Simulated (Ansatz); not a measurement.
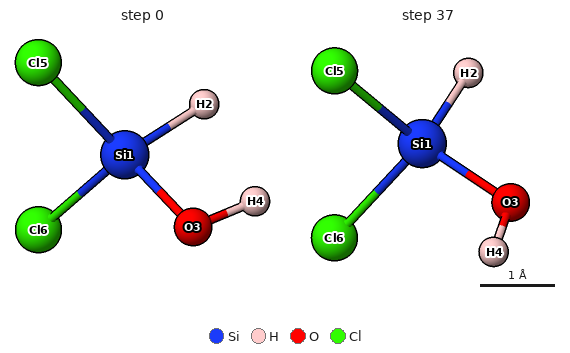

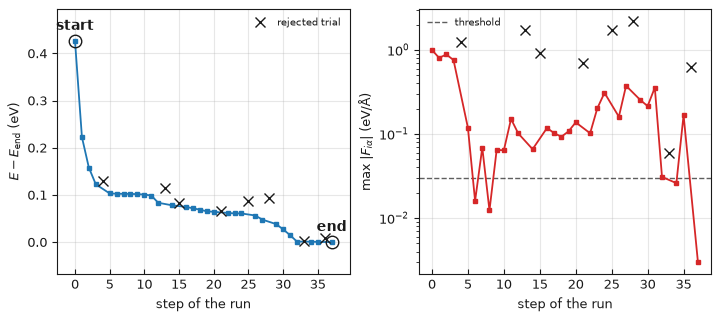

First and last geometry of a relaxation of SiH₂OCl₂, with the history of the run. A ball-and-stick model, seen from a free direction.

The run prepares an end point of a later path (reaction) calculation, from a guessed geometry.

These are results of Ansatz, RKS PBE0/6-31G*, not measurements. (no spin polarisation; force threshold 0.03 eV/Å; at most 50 steps)

> Read the history and describe the run.

It converged. The energy falls by 0.426 eV in 29 accepted moves (37 points after the start). The largest force component goes from 1 to 0.003 eV/Å. The line search rejected the trial steps at points 4, 13, 15, 21, 25, 28, 33, 36 of the run. The forces were under the threshold at step 6, but the run went on from there. H4 moves most after the best rigid fit: 1.15 Å. By element the largest moves are H 1.15 Å, O 0.64 Å, Si 0.27 Å, Cl 0.22 Å. Among the contacts that change: Si1–H2 1.441 → 1.469 Å, Si1–Cl5 2.038 → 2.052 Å, Si1–O3 1.645 → 1.635 Å, O3–H4 0.972 → 0.965 Å. Among the angles between lasting bonds that change: Si1–O3–H4 94.7° → 118.6°, H2–Si1–O3 96.8° → 107.2°, H2–Si1–Cl5 112.5° → 109.8°. Cost: 48 s on 2 threads of Intel(R) Xeon(R) Platinum 8488C (Sapphire Rapids), on a shared host, peak memory 0.17 GiB.
